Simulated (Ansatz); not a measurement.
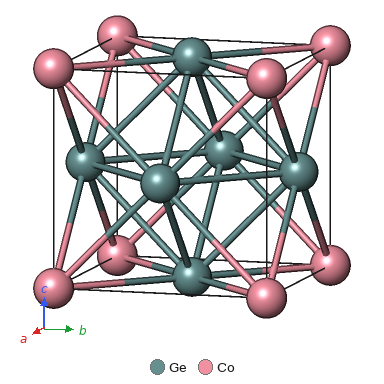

System: CoGe₃, space group Pm-3m (No. 221) (cell built by us, not taken from a database). The picture shows the conventional cell.

The given structure:
```yaml
crystal:
  lattice:
    - [3.92579, 0.00000, 0.00000]
    - [0.00000, 3.92579, 0.00000]
    - [0.00000, 0.00000, 3.92579]
  atoms:
    - { symbol: Ge, position: [0.00000, 0.50000, 0.50000] }
    - { symbol: Ge, position: [0.50000, 0.00000, 0.50000] }
    - { symbol: Ge, position: [0.50000, 0.50000, 0.00000] }
    - { symbol: Co, position: [0.00000, 0.00000, 0.00000] }
```

One of the inputs:
```
crystal:
  lattice:
    - [3.9257872121, 0.0, 0.0]
    - [0.0, 3.9257872121, 0.0]
    - [0.0, 0.0, 3.9257872121]
  atoms:
    - { symbol: Ge, position: [0.0, 0.5, 0.5] }
    - { symbol: Ge, position: [0.5, 0.0, 0.5] }
    - { symbol: Ge, position: [0.5, 0.5, 0.0] }
    - { symbol: Co, position: [0.0, 0.0, 0.0] }
basis:
  ecutwfc: 420
kpoints:
  mp_grid: { grid: [10, 10, 10] }
hamiltonian:
  xc: pbesol
scf:
  occupations: { method: gaussian, width: 0.1 }
  lower_state_search: "off"
output:
  forces: true
  stress: true
  eigenvalues: true
magnetization:
  spin_polarized: true
  initial_magnetization: 1.5
  spin_locking: { lock_magnetization: hard }
```

Command:
```bash
ansatz run input.yaml --threads 1 --pin off --max-ram 2560MiB --backend cpu --events-out ev --progress --plain --runs-dir out
```

Computed with Ansatz 0.2.0: fixed-spin-moment curve at fixed atoms: the total collinear moment of the cell is held, energies count from the lowest point of the curve, pressure is positive in compression; plane-wave DFT of a periodic cell. Level: PBEsol, collinear spin.

cell charge 0 e; exact exchange fraction 0; potentials PAW default; wave cutoff 420 eV; k mesh 10x10x10; occupation rule Gaussian; occupation width 0.1 eV.

Predict the energy above the lowest and pressure against held cell moment. The held cell moment takes the values 0.00, 0.38, 0.75, 1.12, 1.50, 1.88, 2.25, 2.62, 3.00 μB.

The energy above the lowest is 0 meV/atom at held cell moment 0.00 μB and 190 meV/atom at 3.00 μB; the lowest computed point is at held cell moment 0.75 μB (0 meV/atom). The pressure rises from −0.002 GPa at held cell moment 0.00 μB to 5.604 GPa at 3.00 μB.

| held cell moment (μB) | energy above the lowest (meV/atom) | pressure (GPa) |
| --- | --- | --- |
| 0.00 | 0 | −0.002 |
| 0.38 | 1 | 0.208 |
| 0.75 | 0 | 0.706 |
| 1.12 | 2 | 1.254 |
| 1.50 | 15 | 2.224 |
| 1.88 | 42 | 3.081 |
| 2.25 | 80 | 3.806 |
| 2.62 | 126 | 4.582 |
| 3.00 | 190 | 5.604 |

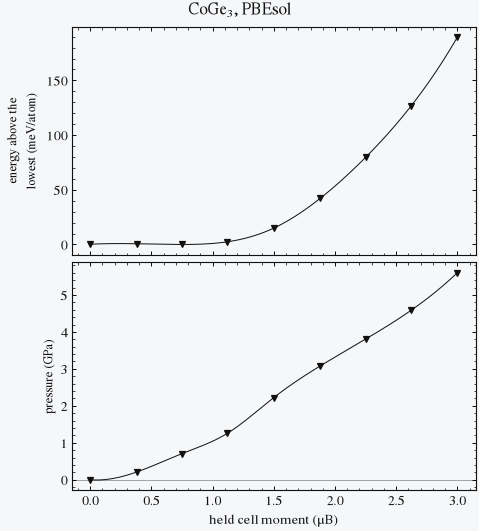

Note: one run started without moments.
